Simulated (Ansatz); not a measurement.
**Al2Si2NH9: geometry relaxation**

The run: geometry relaxation of Al2Si2NH9. Method and program: RKS PBE/6-31G (Ansatz 0.2.0).

It belongs to a series of runs on one base structure; here: end point B relaxed. Figures and captions count atoms from 1; the log counts them from 0 in places.

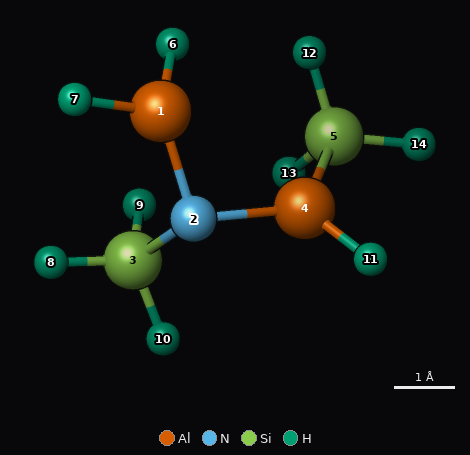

**Figure 1.** The structure as given in the input (ball-and-stick view, seen at a tilt; atoms are numbered from 1 in the order of the input). Sticks mark near contacts.

The input
```yaml
crystal:
  periodic: [false, false, false]
  atoms:
    - { symbol: Al, position_ang: [-0.6996, 0.9621, 1.859] }
    - { symbol: "N", position_ang: [-1.2316, -0.4713, 0.7281] }
    - { symbol: Si, position_ang: [-1.8212, 0.2044, -0.8484] }
    - { symbol: Al, position_ang: [0.4364, -1.4679, 0.3873] }
    - { symbol: Si, position_ang: [2.2452, -0.466, -0.6306] }
    - { symbol: H, position_ang: [0.5436, 1.8769, 1.456] }
    - { symbol: H, position_ang: [-1.8965, 1.8651, 2.5106] }
    - { symbol: H, position_ang: [-2.9631, 1.023, -0.6258] }
    - { symbol: H, position_ang: [-0.7412, 1.0684, -1.391] }
    - { symbol: H, position_ang: [-2.1064, -0.8953, -1.7341] }
    - { symbol: H, position_ang: [0.3897, -3.0357, 0.7595] }
    - { symbol: H, position_ang: [2.70162, 0.6614, 0.19311] }
    - { symbol: H, position_ang: [1.79763, 0.0108, -1.95956] }
    - { symbol: H, position_ang: [3.28517, -1.45797, -0.85088] }
basis:
  gaussian: { orbitals: "6-31G" }
hamiltonian:
  xc: pbe
relax:
  f_tol: 0.015
  max_steps: 40
```

Launch command:
```bash
ansatz run input.yaml --threads 1 --pin off --max-ram 2048MiB --backend cpu --events-out ev --progress --plain --runs-dir out
```

Log
```
The last accepted step is kept in [file] (removed where the run ends without a failure and the disk answers)
Engine: ansatz 0.2.0, x86_64-unknown-linux-gnu
Functional definition: PBE
  parameter kappa = 0.804
  parameter beta = 0.06672455060314922
  exchange = pbe_x(kappa = kappa, mu = beta*pi^2/3)
  correlation = pbe_c(beta = beta)
1032 factors; integrals over basis functions are off by at most 1.6e-4 eV
mean field evaluation 1: about -30549.6179 eV, gradient 7.4e1 eV
mean field evaluation 2: about -30434.0481 eV, gradient 1.5e2 eV
mean field evaluation 4: about -30561.4558 eV, gradient 1.6e1 eV
mean field evaluation 8: about -30562.3763 eV, gradient 1.5e-1 eV
mean field evaluation 16: about -30562.3699 eV, gradient 5.3e-5 eV
mean field -30562.36993153 eV, -1123.1463790655 hartree, gradient 5.3e-5 eV, S^2 0.000000; 0 other end points of the search recorded, 0 dependent functions left out
the calculation of the forces begins
reference -30562.36999389 eV, -1123.1463813571 hartree; 35, 35 occupied and 44, 44 virtual orbitals, 1032 factors
relax step   1: F+E_penalty+E_count = -30562.36993153 eV  Δ(F+E_penalty+E_count) = +0.000e0 eV  max|allowed force component| = 2.547e0 eV/Å  Δτ_max = 0.0000 Å  (25 SCF iters, accepted)
these checks for a lower state are left out or cut short: starts, cluster_reference, orbital_swaps, neighbouring_geometries, increment
1032 factors; integrals over basis functions are off by at most 1.7e-4 eV
mean field -30563.15244818 eV, -1123.1751360217 hartree, gradient 5.3e-6 eV, S^2 0.000000; 0 other end points of the search recorded, 0 dependent functions left out
[... from here on the field's lines of each further geometry are left out, up to the last ...]
relax step   2: F+E_penalty+E_count = -30563.15244818 eV  Δ(F+E_penalty+E_count) = -7.825e-1 eV  max|allowed force component| = 1.060e0 eV/Å  Δτ_max = 0.1904 Å  (26 SCF iters, accepted)
relax step   3: F+E_penalty+E_count = -30563.41554351 eV  Δ(F+E_penalty+E_count) = -2.631e-1 eV  max|allowed force component| = 5.156e-1 eV/Å  Δτ_max = 0.1920 Å  (26 SCF iters, accepted)
relax step   4: F+E_penalty+E_count = -30563.57365951 eV  Δ(F+E_penalty+E_count) = -1.581e-1 eV  max|allowed force component| = 5.085e-1 eV/Å  Δτ_max = 0.1926 Å  (26 SCF iters, accepted)
relax step   5: F+E_penalty+E_count = -30563.71379260 eV  Δ(F+E_penalty+E_count) = -1.401e-1 eV  max|allowed force component| = 5.543e-1 eV/Å  Δτ_max = 0.1951 Å  (27 SCF iters, accepted)
relax step   6: F+E_penalty+E_count = -30563.82575180 eV  Δ(F+E_penalty+E_count) = -1.120e-1 eV  max|allowed force component| = 2.953e-1 eV/Å  Δτ_max = 0.1951 Å  (26 SCF iters, accepted)
relax step   7: F+E_penalty+E_count = -30563.91971260 eV  Δ(F+E_penalty+E_count) = -9.396e-2 eV  max|allowed force component| = 2.917e-1 eV/Å  Δτ_max = 0.1950 Å  (26 SCF iters, accepted)
relax step   8: F+E_penalty+E_count = -30564.00156436 eV  Δ(F+E_penalty+E_count) = -8.185e-2 eV  max|allowed force component| = 1.806e-1 eV/Å  Δτ_max = 0.2000 Å  (22 SCF iters, accepted)
relax step   9: F+E_penalty+E_count = -30564.06318573 eV  Δ(F+E_penalty+E_count) = -6.162e-2 eV  max|allowed force component| = 1.887e-1 eV/Å  Δτ_max = 0.2000 Å  (22 SCF iters, accepted)
relax step  10: F+E_penalty+E_count = -30564.11469353 eV  Δ(F+E_penalty+E_count) = -5.151e-2 eV  max|allowed force component| = 8.427e-2 eV/Å  Δτ_max = 0.2000 Å  (26 SCF iters, accepted)
relax step  11: F+E_penalty+E_count = -30564.12707299 eV  Δ(F+E_penalty+E_count) = -1.238e-2 eV  max|allowed force component| = 1.991e-1 eV/Å  Δτ_max = 0.1947 Å  (24 SCF iters, accepted)
relax step  12: F+E_penalty+E_count = -30564.13639340 eV  Δ(F+E_penalty+E_count) = -9.320e-3 eV  max|allowed force component| = 1.887e-1 eV/Å  Δτ_max = 0.1782 Å  (22 SCF iters, accepted)
relax step  13: F+E_penalty+E_count = -30564.16947990 eV  Δ(F+E_penalty+E_count) = -3.309e-2 eV  max|allowed force component| = 1.526e-1 eV/Å  Δτ_max = 0.1999 Å  (25 SCF iters, accepted)
relax step  14: F+E_penalty+E_count = -30564.19540152 eV  Δ(F+E_penalty+E_count) = -2.592e-2 eV  max|allowed force component| = 1.397e-1 eV/Å  Δτ_max = 0.1948 Å  (22 SCF iters, accepted)
relax step  15: F+E_penalty+E_count = -30564.21852953 eV  Δ(F+E_penalty+E_count) = -2.313e-2 eV  max|allowed force component| = 1.755e-1 eV/Å  Δτ_max = 0.1927 Å  (22 SCF iters, accepted)
relax step  16: F+E_penalty+E_count = -30564.24216700 eV  Δ(F+E_penalty+E_count) = -2.364e-2 eV  max|allowed force component| = 1.811e-1 eV/Å  Δτ_max = 0.1970 Å  (22 SCF iters, accepted)
relax step  17: F+E_penalty+E_count = -30564.25876207 eV  Δ(F+E_penalty+E_count) = -1.660e-2 eV  max|allowed force component| = 1.933e-1 eV/Å  Δτ_max = 0.1960 Å  (23 SCF iters, accepted)
relax step  18: F+E_penalty+E_count = -30564.28570840 eV  Δ(F+E_penalty+E_count) = -2.695e-2 eV  max|allowed force component| = 1.528e-1 eV/Å  Δτ_max = 0.1926 Å  (22 SCF iters, accepted)
relax step  19: F+E_penalty+E_count = -30564.30118484 eV  Δ(F+E_penalty+E_count) = -1.548e-2 eV  max|allowed force component| = 1.567e-1 eV/Å  Δτ_max = 0.1950 Å  (23 SCF iters, accepted)
relax step  20: F+E_penalty+E_count = -30564.31513479 eV  Δ(F+E_penalty+E_count) = -1.395e-2 eV  max|allowed force component| = 1.712e-1 eV/Å  Δτ_max = 0.1950 Å  (23 SCF iters, accepted)
relax step  21: F+E_penalty+E_count = -30564.32711932 eV  Δ(F+E_penalty+E_count) = -1.198e-2 eV  max|allowed force component| = 2.062e-1 eV/Å  Δτ_max = 0.1963 Å  (23 SCF iters, accepted)
relax step  22: F+E_penalty+E_count = -30564.33537104 eV  Δ(F+E_penalty+E_count) = -8.252e-3 eV  max|allowed force component| = 1.755e-1 eV/Å  Δτ_max = 0.1422 Å  (22 SCF iters, accepted)
relax step  23: F+E_penalty+E_count = -30564.34358066 eV  Δ(F+E_penalty+E_count) = -8.210e-3 eV  max|allowed force component| = 1.668e-1 eV/Å  Δτ_max = 0.1950 Å  (22 SCF iters, accepted)
relax step  24: F+E_penalty+E_count = -30564.35078947 eV  Δ(F+E_penalty+E_count) = -7.209e-3 eV  max|allowed force component| = 1.286e-1 eV/Å  Δτ_max = 0.1928 Å  (22 SCF iters, accepted)
relax step  25: F+E_penalty+E_count = -30564.35319536 eV  Δ(F+E_penalty+E_count) = -2.406e-3 eV  max|allowed force component| = 9.522e-2 eV/Å  Δτ_max = 0.0659 Å  (22 SCF iters, accepted)
relax step  26: F+E_penalty+E_count = -30564.35422027 eV  Δ(F+E_penalty+E_count) = -1.025e-3 eV  max|allowed force component| = 6.319e-2 eV/Å  Δτ_max = 0.0797 Å  (23 SCF iters, accepted)
relax step  27: F+E_penalty+E_count = -30564.35508101 eV  Δ(F+E_penalty+E_count) = -8.607e-4 eV  max|allowed force component| = 4.737e-2 eV/Å  Δτ_max = 0.0297 Å  (21 SCF iters, accepted)
relax step  28: F+E_penalty+E_count = -30564.35538343 eV  Δ(F+E_penalty+E_count) = -3.024e-4 eV  max|allowed force component| = 3.048e-2 eV/Å  Δτ_max = 0.0086 Å  (20 SCF iters, accepted)
the calculation of the forces begins
reference -30564.35580088 eV, -1123.2193584178 hartree; 35, 35 occupied and 44, 44 virtual orbitals, 1032 factors
relax step  29: F+E_penalty+E_count = -30564.35573970 eV  Δ(F+E_penalty+E_count) = -3.563e-4 eV  max|allowed force component| = 1.229e-2 eV/Å  Δτ_max = 0.0230 Å  (20 SCF iters, accepted)
1032 factors; integrals over basis functions are off by at most 1.7e-4 eV
mean field evaluation 192: about -30564.3557 eV, gradient 8.7e-4 eV
```

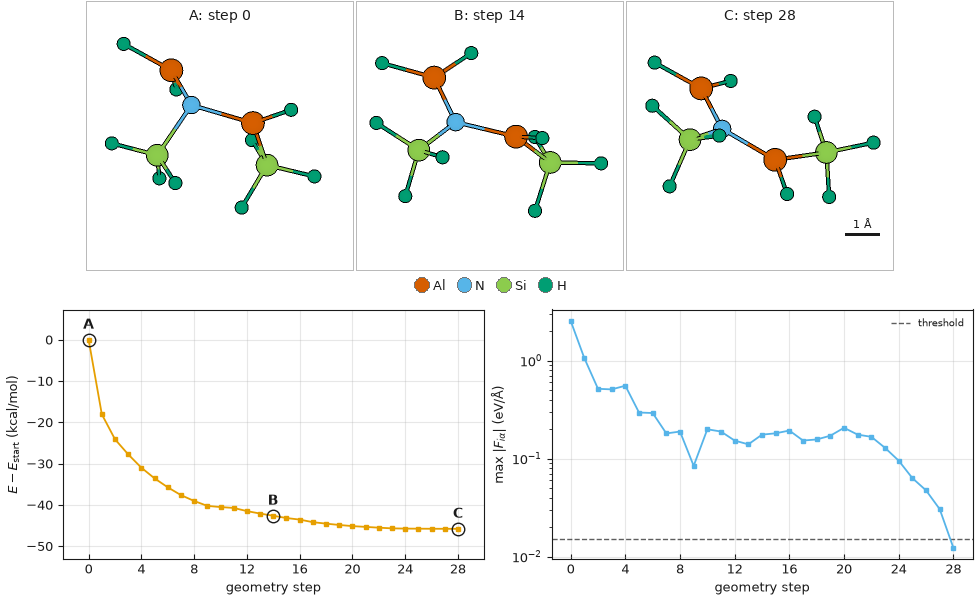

**Figure 2.** Frames of the relaxation (ball-and-stick view, seen at a tilt) above the curves, on which the letters mark them (the first geometry is step 0 here and step 1 in the log).

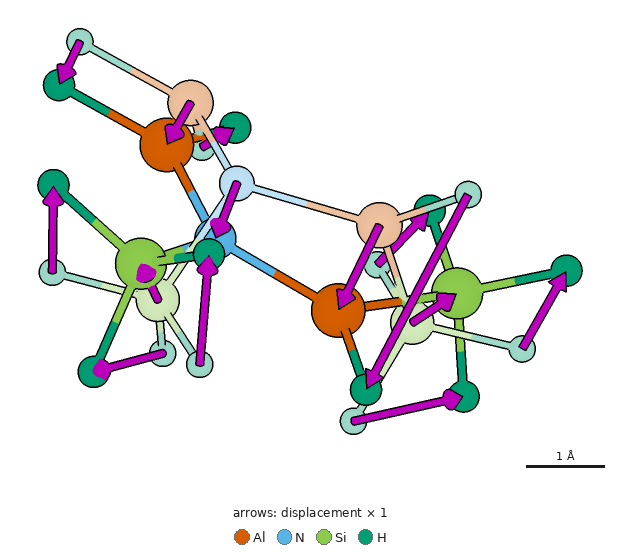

**Figure 3.** Start (faint) and end (solid) with the displacements as pink arrows, at true length (ball-and-stick view, seen at a tilt). The two geometries are laid on each other by the best rigid fit. The largest move after the best rigid fit is that of H11, 2.85 Å. By element the largest moves are H 2.85 Å, Al 1.28 Å, N 1.01 Å, Si 0.89 Å. Among the contacts that change: Al4–Si5 2.305 → 2.468 Å, N2–Al4 1.973 → 1.843 Å, Si3–H8 1.423 → 1.516 Å, Si3–H10 1.441 → 1.516 Å. Among the angles that change: Al1–N2–Al4 104.3° → 122.6°, H6–Al1–H7 110.8° → 124.2°, Al1–N2–Si3 109.1° → 119.8°. Over 28 geometry steps the energy falls by 45.8 kcal/mol. Largest force component: 2.5 eV/Å at the start, 0.012 eV/Å at the end. (Atoms are counted from 1 in the order of the input.)

```
mean field -30564.35573970 eV, -1123.2193561696 hartree, gradient 5.1e-6 eV, S^2 0.000000; 1 other end points of the search recorded, 0 dependent functions left out
the calculation of the forces begins
reference -30564.35580088 eV, -1123.2193584178 hartree; 35, 35 occupied and 44, 44 virtual orbitals, 1032 factors
Total energy: -30564.35580088 eV, -1123.2193584178 hartree
Atom 0 at    -0.517093     1.491447     1.338090 Å, force    -0.006461    -0.011541    -0.002409 eV/Å
Atom 1 at    -0.844869     0.198176     0.076152 Å, force    -0.006708     0.012289     0.003567 eV/Å
Atom 2 at    -2.554837    -0.137718    -0.451414 Å, force    -0.007169     0.001770    -0.001300 eV/Å
Atom 3 at     0.499218    -0.796296    -0.699276 Å, force     0.012100    -0.006933     0.006621 eV/Å
Atom 4 at     2.906047    -0.595256    -0.191256 Å, force    -0.000763     0.001306    -0.012294 eV/Å
Atom 5 at     1.019607     1.758637     1.745707 Å, force     0.007215     0.002875     0.000752 eV/Å
Atom 6 at    -1.774257     2.285092     1.968509 Å, force    -0.001055     0.002319    -0.001587 eV/Å
Atom 7 at    -3.512884     0.606581     0.457516 Å, force     0.003203     0.000656    -0.003795 eV/Å
Atom 8 at    -2.797466     0.320824    -1.878407 Å, force     0.002304    -0.004431     0.005687 eV/Å
Atom 9 at    -2.868307    -1.619460    -0.377235 Å, force    -0.001130     0.001878     0.001489 eV/Å
Atom 10 at    -0.016523    -1.878799    -1.793743 Å, force     0.000205     0.000113    -0.004947 eV/Å
Atom 11 at     3.277721     0.349752     0.931369 Å, force    -0.001217     0.002732     0.005163 eV/Å
Atom 12 at     3.656827    -0.141023    -1.434012 Å, force    -0.001430    -0.000639     0.005713 eV/Å
Atom 13 at     3.466536    -1.964027     0.161271 Å, force     0.000908    -0.002393    -0.002660 eV/Å
Dipole moment:    -0.097657     0.027746     0.009621 e Å
```

Trajectory as extended XYZ (Å, eV, eV/Å), 8 of the 29 frames kept, from step=1 to step=29
```
14
Properties=species:S:1:pos:R:3:forces:R:3 step=1 energy=-30562.36993
Al   -0.6996    0.9621    1.8590   -1.6933   0.5503  -0.7899
N    -1.2316   -0.4713    0.7281    2.2291  -0.3698   0.7893
Si   -1.8212    0.2044   -0.8484    1.0055  -0.1939   0.9149
Al    0.4364   -1.4679    0.3873   -2.5472  -0.6397   0.7273
Si    2.2452   -0.4660   -0.6306    0.2401   0.4512  -0.3844
H     0.5436    1.8769    1.4560    0.7590  -0.1592   0.2556
H    -1.8965    1.8651    2.5106    0.1144  -0.3472   0.3246
H    -2.9631    1.0230   -0.6258   -1.5360   1.0029   0.1773
H    -0.7412    1.0684   -1.3910    0.3455   0.4552  -0.6870
H    -2.1064   -0.8953   -1.7341   -0.3011  -0.9715  -1.0135
H     0.3897   -3.0357    0.7595    0.0370  -0.1099   0.1159
H     2.7016    0.6614    0.1931    0.4600   0.6412   0.2814
H     1.7976    0.0108   -1.9596   -0.0774   0.3332  -0.5700
H     3.2852   -1.4580   -0.8509    0.9644  -0.6428  -0.1414
14
Properties=species:S:1:pos:R:3:forces:R:3 step=5 energy=-30563.71379
Al   -0.8024    1.1716    1.8303    0.1401   0.0503   0.1144
N    -0.9350   -0.1894    0.6040   -0.2646   0.2619  -0.5543
Si   -1.9212    0.2015   -0.8994    0.2025  -0.1001   0.3258
Al    0.3955   -1.4598    0.4035    0.1061  -0.0364  -0.0445
Si    2.4105   -0.5486   -0.6958    0.0412   0.0048   0.0043
H     0.7196    1.7038    2.0951   -0.1235  -0.1398   0.1983
H    -2.0915    1.8215    2.5635    0.0013   0.0132  -0.1404
H    -3.1908    0.9595   -0.5481    0.0376  -0.0746   0.0312
H    -1.0863    1.1022   -1.8106   -0.1397  -0.0514  -0.0267
H    -2.2623   -1.0380   -1.7163   -0.0132   0.0101   0.1158
H     0.1944   -3.0026    0.8900   -0.0451   0.1169  -0.0065
H     2.9263    0.6311    0.1152    0.0325  -0.0317  -0.0307
H     2.0128    0.0245   -2.0503    0.0277  -0.0208   0.0100
H     3.5703   -1.4994   -0.9279   -0.0030  -0.0025   0.0031
14
Properties=species:S:1:pos:R:3:forces:R:3 step=9 energy=-30564.06319
Al   -0.8369    1.1639    1.8883    0.1164   0.1431   0.0603
N    -0.8581    0.0039    0.4851   -0.0747   0.0176  -0.1887
Si   -2.0341    0.1969   -0.8815    0.0599   0.0008   0.0568
Al    0.4789   -1.2703    0.3145    0.0138  -0.0814   0.0953
Si    2.5730   -0.5376   -0.7455    0.0094   0.0409  -0.0281
H     0.5842    1.2312    2.6909   -0.1705  -0.1173   0.0255
H    -2.1247    2.0868    2.2180    0.0536  -0.0276  -0.0366
H    -3.3022    0.8870   -0.4241    0.0018  -0.0155   0.0273
H    -1.4081    1.0328   -1.9903   -0.0658  -0.0155  -0.0043
H    -2.3821   -1.1491   -1.4997   -0.0138  -0.0136   0.0409
H     0.1849   -2.7912    0.8201   -0.0051   0.0723  -0.0291
H     3.1869    0.6177    0.0263    0.0337   0.0006  -0.0058
H     2.2383    0.0073   -2.1258    0.0468   0.0028  -0.0240
H     3.6397   -1.6012   -0.9230   -0.0057  -0.0073   0.0106
14
Properties=species:S:1:pos:R:3:forces:R:3 step=13 energy=-30564.16948
Al   -0.7213    1.2286    1.7554    0.0962   0.0320   0.0641
N    -0.8177    0.1026    0.3230   -0.0262  -0.0380  -0.0050
Si   -2.2413    0.1373   -0.7945   -0.0452  -0.0002  -0.0796
Al    0.5003   -1.1831    0.0950   -0.1526  -0.1135  -0.0143
Si    2.7468   -0.4782   -0.6147    0.1202   0.0054  -0.0446
H     0.5515    0.9726    2.7402   -0.0615   0.0285  -0.0898
H    -1.8768    2.3286    2.0000    0.0101  -0.0204   0.0110
H    -3.4137    0.8551   -0.1517    0.0352  -0.0219   0.0025
H    -1.9126    0.8561   -2.0991   -0.0111  -0.0445   0.0697
H    -2.6635   -1.2797   -1.1629    0.0200   0.0473   0.0330
H     0.0417   -2.7477    0.2173    0.0448   0.1210  -0.0455
H     3.3059    0.6789    0.1968    0.0003  -0.0209  -0.0070
H     2.6708    0.0118   -2.0607    0.0046  -0.0352   0.0950
H     3.7696   -1.6050   -0.5909   -0.0350   0.0604   0.0106
14
Properties=species:S:1:pos:R:3:forces:R:3 step=17 energy=-30564.25876
Al   -0.5548    1.3311    1.5662   -0.1171  -0.1933   0.0467
N    -0.8383    0.0885    0.2393    0.0065   0.0669  -0.0133
Si   -2.4069    0.0553   -0.6865    0.0918  -0.0013   0.0722
Al    0.4579   -1.1772   -0.1449   -0.0271  -0.0439  -0.1549
Si    2.8204   -0.4839   -0.4201   -0.0433   0.0239   0.0445
H     0.8297    1.1867    2.3936    0.0012   0.0543  -0.0744
H    -1.7638    2.3300    1.9637    0.0646   0.0269  -0.0526
H    -3.4816    0.8210    0.0604    0.0177  -0.0137   0.0014
H    -2.2317    0.7005   -2.0529   -0.0257  -0.0158   0.0189
H    -2.8656   -1.3739   -0.9128    0.0099   0.0089   0.0221
H    -0.0736   -2.6723   -0.5444    0.0385   0.1463   0.0333
H     3.2375    0.6566    0.4925    0.0074  -0.0268  -0.0170
H     2.9875    0.0260   -1.8499   -0.0131  -0.0259   0.0564
H     3.8230   -1.6104   -0.2509   -0.0109  -0.0065   0.0167
14
Properties=species:S:1:pos:R:3:forces:R:3 step=21 energy=-30564.32712
Al   -0.5204    1.3900    1.4305    0.0469   0.0212   0.0323
N    -0.8523    0.1355    0.1325   -0.0907  -0.1029  -0.1075
Si   -2.5389   -0.0379   -0.5562    0.1597   0.0264  -0.0359
Al    0.4742   -1.0107   -0.4628   -0.0595  -0.0875  -0.0461
Si    2.8995   -0.5248   -0.2719    0.0620  -0.0251  -0.1490
H     0.9606    1.4031    2.0806   -0.0428   0.0120  -0.0303
H    -1.7164    2.3751    1.8840   -0.0104  -0.0048   0.0009
H    -3.5296    0.7034    0.3226    0.0315  -0.0153  -0.0185
H    -2.6191    0.5481   -1.9645   -0.0005  -0.0581   0.1271
H    -2.9418   -1.5002   -0.6351    0.0190   0.0482   0.0076
H    -0.0541   -2.3498   -1.2470    0.0471   0.1685   0.0653
H     3.2678    0.5444    0.7386    0.0054  -0.0255  -0.0162
H     3.3858   -0.0255   -1.6430   -0.0558  -0.0835   0.2062
H     3.7244   -1.7729    0.0449   -0.1119   0.1264  -0.0359
14
Properties=species:S:1:pos:R:3:forces:R:3 step=25 energy=-30564.35319
Al   -0.5183    1.4700    1.3530    0.0335   0.0466   0.0508
N    -0.8473    0.1786    0.0918    0.0502  -0.0718  -0.0811
Si   -2.5564   -0.1191   -0.4655    0.0203  -0.0188  -0.0009
Al    0.4974   -0.8460   -0.6587   -0.0952   0.0266   0.0311
Si    2.9095   -0.5777   -0.2054    0.0332  -0.0235   0.0116
H     1.0120    1.6714    1.8393   -0.0638  -0.0038  -0.0241
H    -1.7708    2.3310    1.9091    0.0350  -0.0235  -0.0051
H    -3.5153    0.6050    0.4580   -0.0030   0.0002  -0.0005
H    -2.7811    0.3915   -1.8782    0.0056  -0.0064   0.0067
H    -2.8844   -1.6003   -0.4468    0.0037   0.0199   0.0033
H    -0.0245   -1.9763   -1.7079    0.0216   0.0417   0.0306
H     3.2885    0.4053    0.8852   -0.0178  -0.0268  -0.0262
H     3.6108   -0.1301   -1.4806   -0.0025  -0.0074   0.0188
H     3.5195   -1.9253    0.1601   -0.0206   0.0471  -0.0151
14
Properties=species:S:1:pos:R:3:forces:R:3 step=29 energy=-30564.35574
Al   -0.5171    1.4914    1.3381   -0.0065  -0.0115  -0.0024
N    -0.8449    0.1982    0.0762   -0.0067   0.0123   0.0036
Si   -2.5548   -0.1377   -0.4514   -0.0072   0.0018  -0.0013
Al    0.4992   -0.7963   -0.6993    0.0121  -0.0069   0.0066
Si    2.9060   -0.5953   -0.1913   -0.0008   0.0013  -0.0123
H     1.0196    1.7586    1.7457    0.0072   0.0029   0.0008
H    -1.7743    2.2851    1.9685   -0.0011   0.0023  -0.0016
H    -3.5129    0.6066    0.4575    0.0032   0.0007  -0.0038
H    -2.7975    0.3208   -1.8784    0.0023  -0.0044   0.0057
H    -2.8683   -1.6195   -0.3772   -0.0011   0.0019   0.0015
H    -0.0165   -1.8788   -1.7937    0.0002   0.0001  -0.0049
H     3.2777    0.3498    0.9314   -0.0012   0.0027   0.0052
H     3.6568   -0.1410   -1.4340   -0.0014  -0.0006   0.0057
H     3.4665   -1.9640    0.1613    0.0009  -0.0024  -0.0027
```

Key numbers

```json
{"quantity": "outcome", "value": "converged"}
{"quantity": "total energy", "value": "−30564.3558 eV"}
{"quantity": "mean-field energy", "value": "−30564.3558 eV"}
{"quantity": "largest force (length of the vector) at the end", "value": "0.015 eV/Å"}
{"quantity": "hardware", "value": "1 thread of Intel Xeon @ 2.70GHz, 189 GiB of memory available, shared host"}
{"quantity": "wall time", "value": "2.7 min"}
{"quantity": "peak memory", "value": "0.15 GiB"}
```
